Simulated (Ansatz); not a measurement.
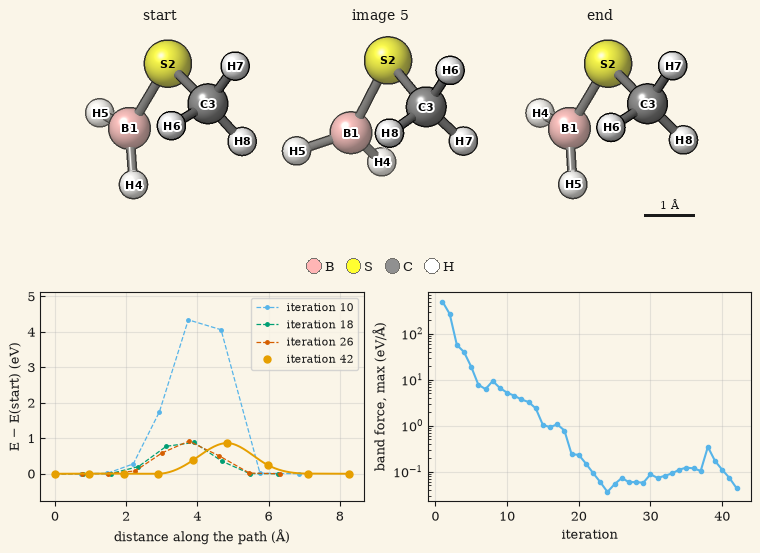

A search for the minimum-energy path of CH5BS by the nudged elastic band. Images are numbered from 0 (start) to 8 (end). The plot follows the band through its iterations. Style: ball-and-stick. Shown from a free direction.

The calculation used RHF/def2-SVP in Ansatz 0.2.0. Set-up: 7 movable images; climbing image; force threshold 0.05 eV/Å; iteration limit 60; starting path through a guess of the saddle point.

Q: How did the profile develop, and is the result final?

A: The result is final at these settings. The band converged in 42 iterations. The largest component of the band force went from 500 to 0.044 eV/Å. The climbing image converged on the top of the path. Its vibrational analysis gives one imaginary mode (493i cm⁻¹), as a transition state must have. The first iteration put the highest image at 87.03 eV. The barrier is about 0.86 eV in both directions, with image 5 at the top; the ends have the same energy.

Cost: 5.7 min on 1 thread of Intel(R) Xeon(R) Processor @ 2.70GHz (shared host), peak memory 0.15 GiB.
